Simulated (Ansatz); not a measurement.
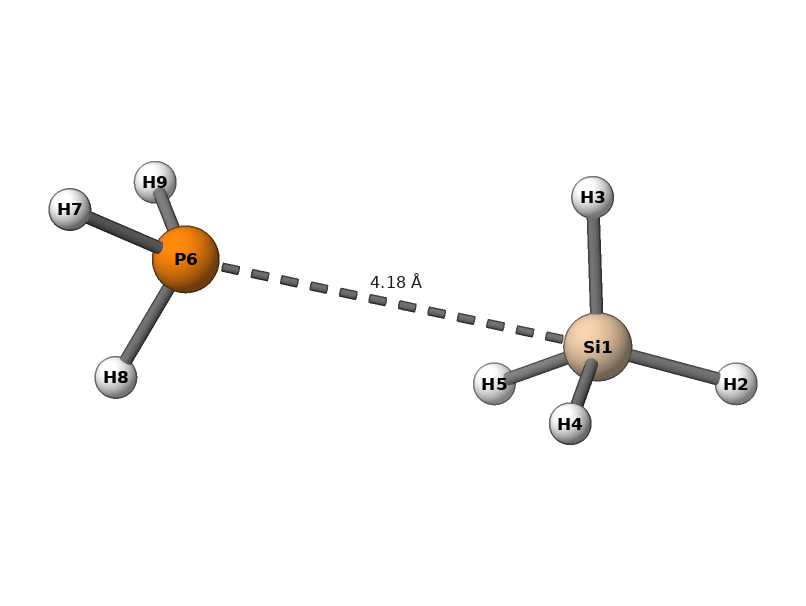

Two molecules or ions; the broken line marks their closest contact (measured against van der Waals radii). Geometry: a pair of rigid molecules at a changed separation. Program: Ansatz 0.2.0.

Q: Which two species are they?

A: SiH4 and PH3 (`P.[SiH4]`).

Give the counterpoise-corrected interaction energy (kcal/mol, monomers kept as in the pair) with RHF-CCSD(T) (frozen core)/def2-TZVPPD; PBE-D4/def2-TZVPPD; PBE0-D4/def2-TZVPPD; B3LYP-D4/def2-TZVPPD; ωB97M-V/def2-TZVPPD; r2SCAN-D4/def2-TZVPPD.

| level | interaction energy (kcal/mol) |
| --- | --- |
| RHF-CCSD(T) (frozen core)/def2-TZVPPD | −0.8 |
| PBE-D4/def2-TZVPPD | −1.3 |
| PBE0-D4/def2-TZVPPD | −1.2 |
| B3LYP-D4/def2-TZVPPD | −1.1 |
| ωB97M-V/def2-TZVPPD | −1.0 |
| r2SCAN-D4/def2-TZVPPD | −0.9 |
